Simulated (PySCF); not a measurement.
**[TlCl4]−: other spin states, a change of charge and excitations**

Aim: at the relaxed geometry of [TlCl4]−, try other spin states, a change of charge and excitations. The species was built from a template and needn't be a known compound.

Computed with PySCF 2.14.0. Level: B3LYP, Tl def2-SVP with ECP60, Cl def2-SVP; scalar-relativistic core potentials, no spin–orbit coupling.

3 further runs of the same task are left out: 2 for a known fault of the program, 1 that didn't finish.

### Step 1. The starting structure

5 atoms, charge -1, spin multiplicity 1.

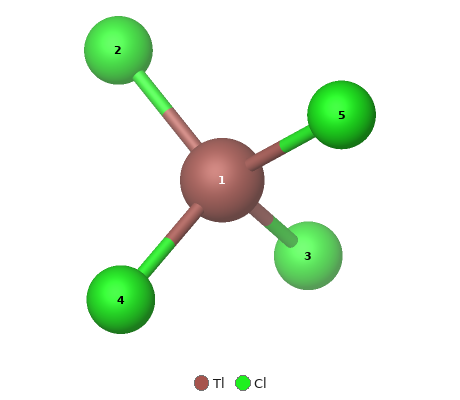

The structure; thallium brown, chlorine green; atoms are numbered from 1 in the order of the file.

Geometry (Å):

| atom | x (Å) | y (Å) | z (Å) |
| --- | --- | --- | --- |
| Tl1 | 0.0000 | 0.0000 | 0.0000 |
| Cl2 | 2.0253 | 0.0000 | 1.4599 |
| Cl3 | 0.0000 | 2.0253 | -1.4599 |
| Cl4 | -2.0253 | 0.0000 | 1.4599 |
| Cl5 | 0.0000 | -2.0253 | -1.4599 |

Formal oxidation states: Tl +3. An earlier session relaxed this geometry at B3LYP, Tl def2-SVP with ECP60, Cl def2-SVP (singlet, point group D2d).

Its energy there is -2013.095798 Eh.

### Step 2. Multiplicity 3 at the relaxed geometry

File run.py (the lines that set the calculation):

```python
mol = gto.M(atom='''
Tl     0.00000     0.00000     0.00000
Cl     2.02531     0.00000     1.45986
Cl     0.00000     2.02531    -1.45986
Cl    -2.02531     0.00000     1.45986
Cl     0.00000    -2.02531    -1.45986''',
    basis={'Tl': 'def2-SVP', 'Cl': 'def2-SVP'},
    ecp={'Tl': 'def2-SVP'},
    charge=-1, spin=2)
mf = dft.UKS(mol, xc='B3LYP')
mf.grids.atom_grid = (50, 194)
mf = mf.density_fit()  # fitting sets: Tl def2-universal-JKFIT, Cl def2-universal-JKFIT
mf.conv_tol = 1e-08; mf.max_cycle = 55
mf.kernel(dm0)  # dm0: free metal ions and neutral atoms
```

Launch:

```bash
$ OMP_NUM_THREADS=2 python run.py
```

Output:

```text
init E= -2074.11821803351
cycle= 1 E= -2008.24889490055  delta_E= 65.9  |g|= 3.21  |ddm|= 5.01
  HOMO = 0.431192769299  LUMO = 0.439859774746  gap/eV = 0.23584
cycle= 2 E= -1982.64961692017  delta_E= 25.6  |g|= 5.78  |ddm|= 11.4
cycle= 3 E= -2012.37635769678  delta_E= -29.7  |g|= 1.05  |ddm|=  9.7
cycle= 4 E= -2012.79108257731  delta_E= -0.415  |g|= 0.473  |ddm|= 2.99
cycle= 5 E= -2012.72503905965  delta_E= 0.066  |g|= 0.556  |ddm|= 1.64
cycle= 6 E= -2012.94495426393  delta_E= -0.22  |g|= 0.126  |ddm|= 0.831
cycle= 7 E= -2012.93920642761  delta_E= 0.00575  |g|= 0.158  |ddm|= 0.695
cycle= 8 E= -2012.96103743431  delta_E= -0.0218  |g|= 0.0444  |ddm|= 0.271
cycle= 9 E= -2012.96193014356  delta_E= -0.000893  |g|= 0.0319  |ddm|= 0.0362
cycle= 10 E= -2012.96264324335  delta_E= -0.000713  |g|= 0.0172  |ddm|= 0.0454
cycle= 11 E= -2012.96302376242  delta_E= -0.000381  |g|= 0.00427  |ddm|= 0.0613
cycle= 12 E= -2012.96314169245  delta_E= -0.000118  |g|= 0.00221  |ddm|= 0.0426
cycle= 13 E= -2012.96322990892  delta_E= -8.82e-05  |g|= 0.00282  |ddm|= 0.0363
cycle= 14 E= -2012.96359543602  delta_E= -0.000366  |g|= 0.00239  |ddm|= 0.149
cycle= 15 E= -2012.96360821107  delta_E= -1.28e-05  |g|= 0.00277  |ddm|= 0.00652
cycle= 16 E= -2012.96404404078  delta_E= -0.000436  |g|= 0.00302  |ddm|= 0.208
cycle= 17 E= -2012.96358631755  delta_E= 0.000458  |g|= 0.00467  |ddm|= 0.211
cycle= 18 E= -2012.96429555055  delta_E= -0.000709  |g|= 0.007  |ddm|= 0.404
cycle= 19 E= -2012.96429175297  delta_E= 3.8e-06  |g|= 0.00646  |ddm|= 0.0103
cycle= 20 E= -2012.96427972603  delta_E= 1.2e-05  |g|= 0.0109  |ddm|= 0.0687
cycle= 21 E= -2012.96429007216  delta_E= -1.03e-05  |g|= 0.0107  |ddm|= 0.0081
cycle= 22 E= -2012.96429752428  delta_E= -7.45e-06  |g|= 0.0105  |ddm|= 0.00365
cycle= 23 E= -2012.96436206487  delta_E= -6.45e-05  |g|= 0.00623  |ddm|= 0.0147
cycle= 24 E= -2012.96442848595  delta_E= -6.64e-05  |g|= 0.0048  |ddm|= 0.0797
cycle= 25 E= -2012.96446627232  delta_E= -3.78e-05  |g|= 0.00238  |ddm|= 0.0675
cycle= 26 E= -2012.96447007942  delta_E= -3.81e-06  |g|= 0.00188  |ddm|= 0.015
cycle= 27 E= -2012.96447131636  delta_E= -1.24e-06  |g|= 0.00177  |ddm|= 0.0128
cycle= 28 E= -2012.96447413894  delta_E= -2.82e-06  |g|= 0.000692  |ddm|= 0.00688
cycle= 29 E= -2012.96447465647  delta_E= -5.18e-07  |g|= 0.00026  |ddm|= 0.00518
cycle= 30 E= -2012.96447486093  delta_E= -2.04e-07  |g|= 0.000152  |ddm|= 0.0051
cycle= 31 E= -2012.96447496335  delta_E= -1.02e-07  |g|= 9.99e-05  |ddm|= 0.00678
cycle= 32 E= -2012.96447508392  delta_E= -1.21e-07  |g|= 8.37e-05  |ddm|= 0.00198
cycle= 33 E= -2012.96447530532  delta_E= -2.21e-07  |g|= 8.02e-05  |ddm|= 0.00295
cycle= 34 E= -2012.96447555326  delta_E= -2.48e-07  |g|= 7.69e-05  |ddm|= 0.00364
cycle= 35 E= -2012.96447576214  delta_E= -2.09e-07  |g|= 7.72e-05  |ddm|= 0.00416
cycle= 36 E= -2012.96447657164  delta_E= -8.1e-07  |g|= 7.21e-05  |ddm|= 0.0102
cycle= 37 E= -2012.96447682778  delta_E= -2.56e-07  |g|= 9.2e-05  |ddm|= 0.00338
cycle= 38 E= -2012.96447761259  delta_E= -7.85e-07  |g|= 9.07e-05  |ddm|= 0.0113
cycle= 39 E= -2012.9644785499  delta_E= -9.37e-07  |g|= 5.38e-05  |ddm|= 0.0145
cycle= 40 E= -2012.96447969475  delta_E= -1.14e-06  |g|= 0.000119  |ddm|= 0.023
cycle= 41 E= -2012.9644800838  delta_E= -3.89e-07  |g|= 8.56e-05  |ddm|= 0.00939
cycle= 42 E= -2012.9644809838  delta_E= -9e-07  |g|= 0.000213  |ddm|= 0.048
cycle= 43 E= -2012.96448098135  delta_E= 2.45e-09  |g|= 0.000219  |ddm|= 0.000577
cycle= 44 E= -2012.96448098331  delta_E= -1.96e-09  |g|= 0.000224  |ddm|= 0.00206
cycle= 45 E= -2012.96448100487  delta_E= -2.16e-08  |g|= 0.000153  |ddm|= 0.00434
cycle= 46 E= -2012.96448099956  delta_E= 5.31e-09  |g|= 0.000176  |ddm|= 0.00142
cycle= 47 E= -2012.96448098612  delta_E= 1.34e-08  |g|= 9.71e-05  |ddm|= 0.0068
cycle= 48 E= -2012.96448100126  delta_E= -1.51e-08  |g|= 9.15e-05  |ddm|= 0.00187
cycle= 49 E= -2012.96448101964  delta_E= -1.84e-08  |g|= 3.45e-05  |ddm|= 0.00221
cycle= 50 E= -2012.96448102632  delta_E= -6.68e-09  |g|= 2.04e-05  |ddm|= 0.000614
Extra cycle  E= -2012.96448102563  delta_E= 6.94e-10  |g|= 4.97e-05  |ddm|= 0.000168
converged SCF energy = -2012.96448102563  <S^2> = 2.0050304  2S+1 = 3.0033517
```

Run time: 13 s. Hardware: 2 threads of Arm Neoverse V2, shared host.

Result: E = -2012.964481 Eh (+3.573 eV from the relaxed state), HOMO -0.33 eV, LUMO -2.63 eV (over both spins), ⟨S²⟩ = 2.005, Mulliken charge on Tl1 +0.28 e. An empty level of one spin lies below a filled level of the other.

### Step 3. One electron removed, multiplicity 2

run.py (the lines that set the calculation), as its differences from that of step 2:

```diff
@@ -8,3 +8,3 @@
     ecp={'Tl': 'def2-SVP'},
-    charge=-1, spin=2)
+    charge=0, spin=1)
 mf = dft.UKS(mol, xc='B3LYP')
@@ -13,2 +13,2 @@
 mf.conv_tol = 1e-08; mf.max_cycle = 55
-mf.kernel(dm0)  # dm0: free metal ions and neutral atoms
+mf.kernel(dm0)  # dm0: the density of the relaxed state
```

Launch:

```bash
$ OMP_NUM_THREADS=2 python run.py
```

Output:

```text
init E= -2013.1012410222
cycle= 1 E= -2012.85418761965  delta_E= 0.247  |g|= 0.171  |ddm|= 0.754
  HOMO = -0.306241834252  LUMO = -0.300990816476  gap/eV = 0.14289
cycle= 2 E= -2012.74355267859  delta_E= 0.111  |g|= 0.395  |ddm|= 1.01
  HOMO = -0.331947484391  LUMO = -0.306746441646  gap/eV = 0.68576
cycle= 3 E= -2012.85696884225  delta_E= -0.113  |g|= 0.148  |ddm|= 0.976
  HOMO = -0.319180751958  LUMO = -0.299348152377  gap/eV = 0.53967
cycle= 4 E= -2012.87462579007  delta_E= -0.0177  |g|= 0.0443  |ddm|= 0.408
  HOMO = -0.320980800825  LUMO = -0.294715167903  gap/eV = 0.71472
cycle= 5 E= -2012.87602581018  delta_E= -0.0014  |g|= 0.0198  |ddm|= 0.0518
  HOMO = -0.321338130532  LUMO = -0.294200561177  gap/eV = 0.73845
cycle= 6 E= -2012.87615612362  delta_E= -0.00013  |g|= 0.016  |ddm|= 0.02
  HOMO = -0.321966669426  LUMO = -0.29371224005  gap/eV = 0.76884
cycle= 7 E= -2012.87632290695  delta_E= -0.000167  |g|= 0.0105  |ddm|= 0.033
  HOMO = -0.322909661591  LUMO = -0.293590767469  gap/eV = 0.79781
cycle= 8 E= -2012.87643382125  delta_E= -0.000111  |g|= 0.00277  |ddm|= 0.0279
  HOMO = -0.323071622509  LUMO = -0.293503888545  gap/eV = 0.80458
cycle= 9 E= -2012.87644800366  delta_E= -1.42e-05  |g|= 0.000765  |ddm|= 0.0186
  HOMO = -0.323071987648  LUMO = -0.293507899842  gap/eV = 0.80448
cycle= 10 E= -2012.8764503964  delta_E= -2.39e-06  |g|= 0.000344  |ddm|= 0.00514
  HOMO = -0.323040004009  LUMO = -0.293509830972  gap/eV = 0.80356
cycle= 11 E= -2012.87645270076  delta_E= -2.3e-06  |g|= 0.000384  |ddm|= 0.00595
...
cycle= 32 E= -2012.87654154514  delta_E= -1.9e-07  |g|= 0.00019  |ddm|= 0.0023
  HOMO = -0.321031006861  LUMO = -0.29344255348  gap/eV = 0.75072
cycle= 33 E= -2012.87654163877  delta_E= -9.36e-08  |g|= 8.03e-05  |ddm|= 0.00151
  HOMO = -0.321028057545  LUMO = -0.293420546411  gap/eV = 0.75124
cycle= 34 E= -2012.87654168453  delta_E= -4.58e-08  |g|= 3.86e-05  |ddm|= 0.00104
  HOMO = -0.321032965997  LUMO = -0.293404056003  gap/eV = 0.75182
cycle= 35 E= -2012.87654177973  delta_E= -9.52e-08  |g|= 8.92e-05  |ddm|= 0.00274
  HOMO = -0.321064451616  LUMO = -0.293421274076  gap/eV = 0.75221
cycle= 36 E= -2012.87654190757  delta_E= -1.28e-07  |g|= 4.81e-05  |ddm|= 0.0033
  HOMO = -0.321147302148  LUMO = -0.293457174766  gap/eV = 0.75349
cycle= 37 E= -2012.8765421851  delta_E= -2.78e-07  |g|= 0.000232  |ddm|= 0.0162
  HOMO = -0.321118858058  LUMO = -0.293419050381  gap/eV = 0.75375
cycle= 38 E= -2012.87654221209  delta_E= -2.7e-08  |g|= 2.73e-05  |ddm|= 0.00208
  HOMO = -0.321135928532  LUMO = -0.293427753778  gap/eV = 0.75398
cycle= 39 E= -2012.87654223917  delta_E= -2.71e-08  |g|= 3.58e-05  |ddm|= 0.0038
  HOMO = -0.321165914496  LUMO = -0.293427000614  gap/eV = 0.75481
cycle= 40 E= -2012.87654226802  delta_E= -2.89e-08  |g|= 2.38e-05  |ddm|= 0.00379
  HOMO = -0.321169286735  LUMO = -0.293426114671  gap/eV = 0.75493
cycle= 41 E= -2012.87654226718  delta_E= 8.47e-10  |g|= 3.25e-05  |ddm|= 0.00097
  HOMO = -0.321170914453  LUMO = -0.293430563726  gap/eV = 0.75485
Extra cycle  E= -2012.8765422389  delta_E= 2.83e-08  |g|= 0.000184  |ddm|= 0.00045
converged SCF energy = -2012.8765422389  <S^2> = 0.75254446  2S+1 = 2.0025428
```

It took 9.3 s on 2 threads of Arm Neoverse V2, shared host.

Read off: E = -2012.876542 Eh (+5.966 eV from the relaxed state), HOMO -8.74 eV, LUMO -7.98 eV (over both spins), ⟨S²⟩ = 0.753, Mulliken charge on Tl1 +0.57 e. 

### Step 4. Singlet excitations, Tamm-Dancoff PBE0

run.py (the lines that set the calculation), as its differences from that of step 3:

```diff
@@ -8,4 +8,4 @@
     ecp={'Tl': 'def2-SVP'},
-    charge=0, spin=1)
-mf = dft.UKS(mol, xc='B3LYP')
+    charge=-1, spin=0)
+mf = dft.RKS(mol, xc='PBE0')
 mf.grids.atom_grid = (50, 194)
```

Launch:

```bash
$ OMP_NUM_THREADS=2 python run.py
```

Output:

```text
init E= -2012.37646528703
  HOMO = -0.157673217012497  LUMO = 0.0357234383795983  gap/eV = 5.26259
cycle= 1 E= -2012.37742281359  delta_E= -0.000958  |g|= 0.019  |ddm|= 0.128
  HOMO = -0.162201684562711  LUMO = 0.0325841267416251  gap/eV = 5.30039
cycle= 2 E= -2012.37745543524  delta_E= -3.26e-05  |g|= 0.0164  |ddm|= 0.0503
  HOMO = -0.160500068843768  LUMO = 0.0332935207271774  gap/eV = 5.27339
cycle= 3 E= -2012.37752309988  delta_E= -6.77e-05  |g|= 0.00331  |ddm|= 0.0244
  HOMO = -0.160347893882036  LUMO = 0.0337406761661043  gap/eV = 5.28142
cycle= 4 E= -2012.37752630629  delta_E= -3.21e-06  |g|= 0.000444  |ddm|= 0.00577
  HOMO = -0.160322205867544  LUMO = 0.0337563676989774  gap/eV = 5.28115
cycle= 5 E= -2012.37752636566  delta_E= -5.94e-08  |g|= 7.58e-05  |ddm|= 0.000575
  HOMO = -0.160320587103567  LUMO = 0.0337572441871998  gap/eV = 5.28113
cycle= 6 E= -2012.37752636703  delta_E= -1.37e-09  |g|= 7.1e-06  |ddm|= 9.01e-05
  HOMO = -0.160322043347026  LUMO = 0.0337558591113165  gap/eV = 5.28113
Extra cycle  E= -2012.37752636704  delta_E= -1.14e-11  |g|= 4.81e-06  |ddm|= 1.36e-05
converged SCF energy = -2012.37752636704
```

It took 18 s on 2 threads of Arm Neoverse V2, shared host.

Read off: E = -2012.377526 Eh, HOMO -4.36 eV, LUMO 0.92 eV, Mulliken charge on Tl1 +0.55 e. 

Singlet excitations:

| state | energy (eV) | oscillator strength |
| --- | --- | --- |
| 1 | 4.00 | 0.0000 |
| 2 | 4.00 | 0.0000 |
| 3 | 4.00 | 0.0000 |
| 4 | 4.12 | 0.0000 |
| 5 | 4.13 | 0.0000 |
| 6 | 4.26 | 0.0455 |
| 7 | 4.26 | 0.0455 |
| 8 | 4.26 | 0.0451 |

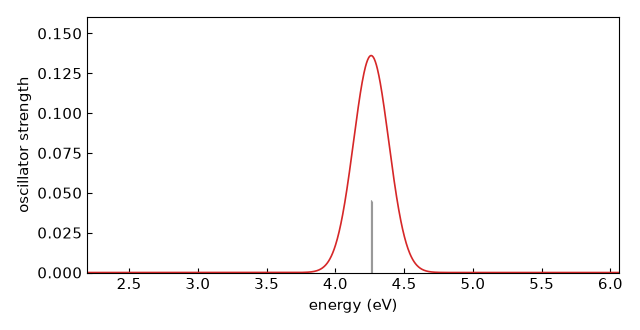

Absorption from the eight lowest singlets. Lines are broadened to a width of 0.30 eV (Gaussian).

### Step 5. The states side by side

| state | energy from the relaxed state (eV) | ⟨S²⟩ | time |
| --- | --- | --- | --- |
| charge -1, singlet, vacuum (relaxed) | 0 | 0.00 |  |
| charge -1, triplet, vacuum | 3.57 | 2.01 | 13 s |
| charge 0, doublet, vacuum | 5.97 | 0.75 | 9.3 s |

An electron taken off or put on is at rest in vacuum. 

In the excitation run (PBE0), the lowest singlet lies at 4.00 eV (gaps between orbitals at other levels can't be set against it), and the brightest of the eight at 4.26 eV (f = 0.045); spin–orbit coupling would mix in triplets. Removing an electron vertically costs 5.97 eV (doublet), against −HOMO = 3.95 eV. The triplet lies 3.57 eV above at this geometry. The bases are small and lack diffuse functions. Spin–orbit coupling is left out.
